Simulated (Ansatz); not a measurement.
# C$_{5}$HClF$_{6}$O$_{2}$Zn (SMILES FC(F)(F)C1=CC(C(F)(F)F)=[O+][Zn-]([Cl])[O]1): what the fields show

```xyz
16

F     0.1917    2.9405   -1.7887
C    -0.5771    2.4351   -0.8289
F    -0.2969    3.0712    0.3067
F    -1.8487    2.6741   -1.1359
C    -0.3453    0.9174   -0.7222
C     0.1017    0.3900    0.4844
C     0.3323   -0.9708    0.6554
C     0.8259   -1.4744    2.0232
F    -0.0467   -2.3446    2.5225
F     0.9769   -0.4859    2.9024
F     1.9980   -2.0858    1.8806
O     0.1892   -1.8932   -0.1854
Zn   -0.4191   -1.6168   -2.0103
Cl   -0.7568   -2.9187   -3.6278
O    -0.6000    0.3052   -1.7892
H     0.2748    1.0566    1.3131
```

Geometry: PBE0-D4/def2-TZVP.

All numbers below come from RKS PBE0-D4/def2-TZVPP (Ansatz).

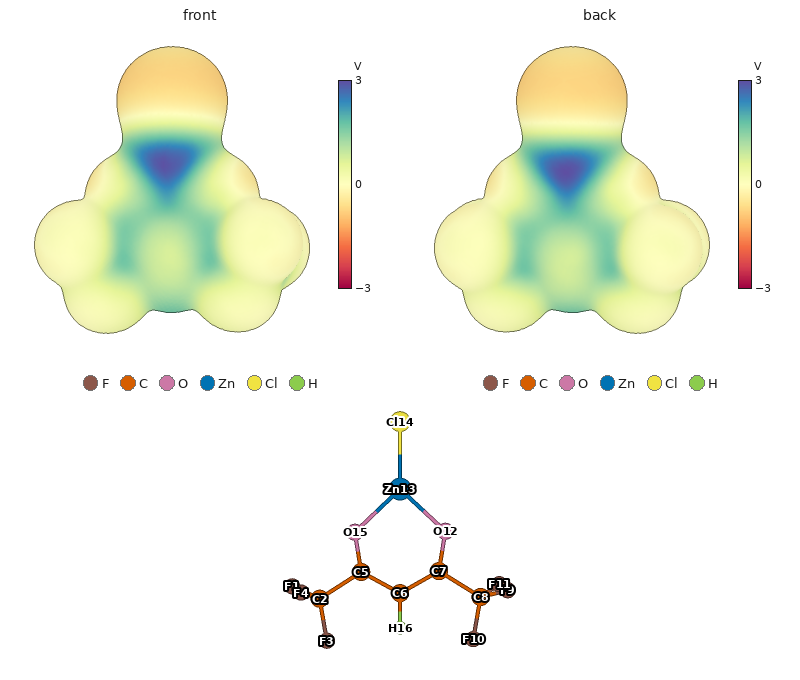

Figure 1. The molecular electrostatic potential painted on the density surface at 0.002 e/bohr³, seen from the front and from behind; the colour scale runs from red (negative) to blue (positive). The bare structure is drawn below in the same view.

Describe the electrostatic potential map.

Answer. The most negative region (about −0.8 V, or −18 kcal/mol for a unit charge) lies over Cl14, the most positive (about +2.9 V, or +67 kcal/mol for a unit charge) over Zn13.

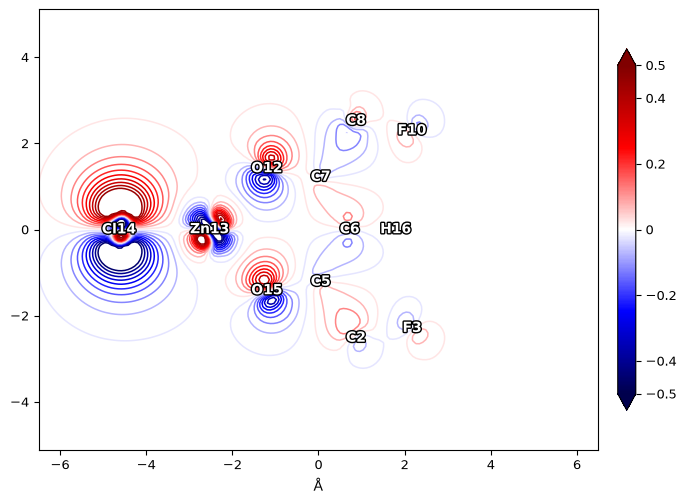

Figure 2. The HOMO−1 on the plane of atoms C7, C8 and F10 (values in Å⁻³ᐟ²; the overall sign is arbitrary).

Where does this orbital lie, and at what energy?

Answer. By Hirshfeld shares it lies mainly on Cl14 (about 80 %) and Zn13 (about 10 %); largely a lone pair of Cl14. Its energy is −8.70 eV.

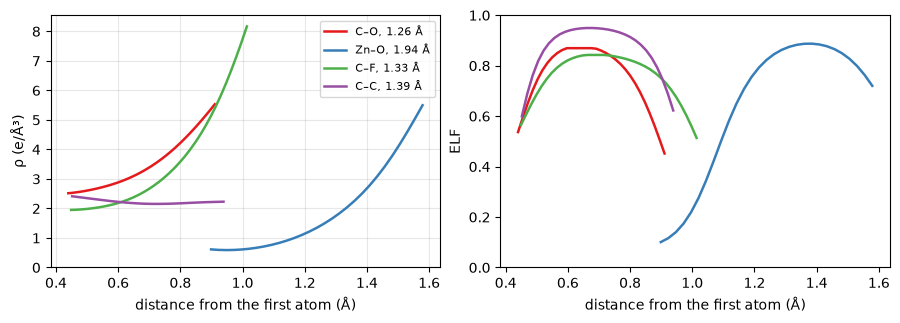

Figure 3. Electron density and electron localisation function along straight lines between neighbouring atoms. The curves leave out the atomic cores.

What can be read from the curves?

Answer. C–O (1.26 Å): the density is about 3 e/Å³ at the midpoint; the ELF peaks at about 0.85 between the atoms, as expected for a short, strongly polar bond.
Zn–O (1.94 Å): ρ is about 0.59 e/Å³ halfway; the ELF peaks at about 0.90 in the valence shell of O, 0.6 Å from its nucleus, and is about 0.15 at the midpoint.
C–F (1.33 Å): the density is about 2.5 e/Å³ at the midpoint; the ELF peaks at about 0.85 between the atoms; a shared but strongly polarised pair.
C–C (1.39 Å): ρ is about 2.2 e/Å³ halfway; the ELF peaks at about 0.95 between the atoms, as expected for localised, covalent bonding.

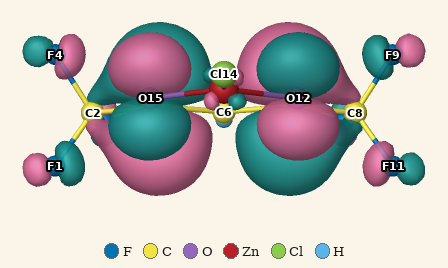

Figure 4. The LUMO at ±0.08 Å⁻³ᐟ² (teal and pink are the two phases), seen from one side.

Where does this orbital lie, and at what energy?

Answer. It lies mainly on C7 (about 25 %), C5 (about 25 %), O15 (about 15 %) and O12 (about 15 %). Its energy is −3.40 eV.
